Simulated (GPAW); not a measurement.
Consider YTe (Fm-3m).

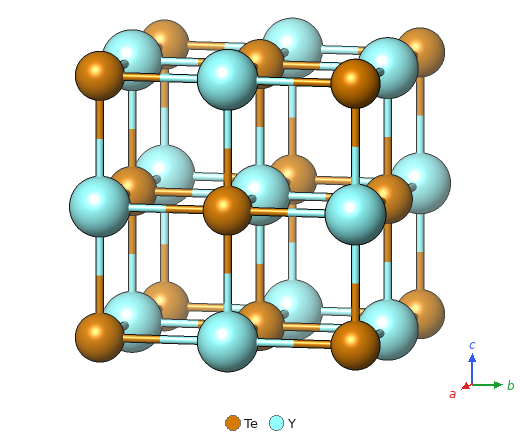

The structure (tellurium orange, yttrium teal). Some periodic images of atoms are drawn too.

```xyz
2
Lattice="0.0000 3.0400 3.0400 3.0400 0.0000 3.0400 3.0400 3.0400 0.0000" Properties=species:S:1:pos:R:3 pbc="T T T"
Te    0.0000    0.0000    0.0000
Y     3.0400    3.0400    3.0400
```

Absorber: atom 2, with 6 Te at 3.04 Å (octahedral, site symmetry m-3m). Method: GPAW, LDA, excited-electron core hole (neutral cell), 12-atom cell with 7.4 Å between holes, 3×3×3 k points, dipole transitions, Gaussian full width 1.5 eV up to 4 eV, rising linearly to 3.5 eV at 25 eV.

The database entry behind the starting cell differs from later determinations by our own check (0.1 to 0.3 % short, probably kX units), so it need not match the best structure at ambient conditions.

Question: Where do the maxima of the Y L₃ edge fall?

Main maxima up to 30 eV above the zero (height): 1.0 eV (4.41), 6.2 eV (0.97), 13.2 eV (0.73) and 23.0 eV (0.78). At an L edge the dipole rule selects empty d (and weakly s) states on the absorber, and the strong line at the onset measures the empty part of its d band. 

The Y L₃ spectrum (energy from the lowest empty level; intensity scaled to a mean of 1 over the first 20 eV):

```
E (eV)  intensity
  -2.0       0.00
  -0.5       0.89
   1.0       4.41
   2.5       1.77
   4.0       0.54
   5.5       0.83
   7.0       0.83
   8.5       0.62
  10.0       0.66
  11.5       0.57
  13.0       0.73
  14.5       0.64
  16.0       0.56
  17.5       0.50
  19.0       0.48
  20.5       0.58
  22.0       0.74
  23.5       0.77
  25.0       0.64
  26.5       0.50
  28.0       0.45
  29.5       0.48
  31.0       0.52
```

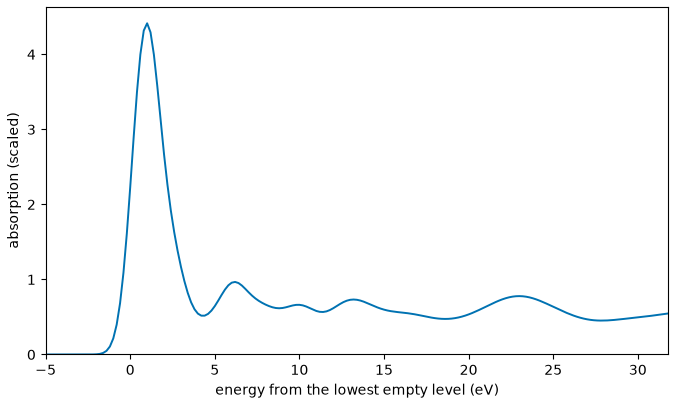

The Y L₃ edge.

Only the L₃ part is meant: spin–orbit coupling of the core level isn't computed and the L₂ copy isn't added. The primitive cell holds an odd number of electrons, so a spin-paired run has to come out metallic; that is right for a metal, but some such compounds are magnetic or distorted insulators. The mesh is coarse (0.34 Å⁻¹ between points), so small maxima may be mesh ripples. The structure is a published determination, not relaxed.

[Banner, clock and machine lines of the logs are left out without a mark of their own.]

[Logs are printed without paths, hosts, clocks, repeated set-up lines and the standing remarks that a program may print on its own settings, such as how far it seeks lower states.]

[Hosts, paths, dates, database ids (printed as entryN), source tags and the programs' standing remarks are cut or masked in the printed files.]

[Lists of maxima count a maximum above −3 eV only where it reaches 4 % of the highest in the window and stands out from its surroundings by 2 % of it (1.5 % where it reaches 55 %); shoulders and weaker maxima are passed over, and of the rest the first, up to two pre-edge ones and the few strongest are named.]
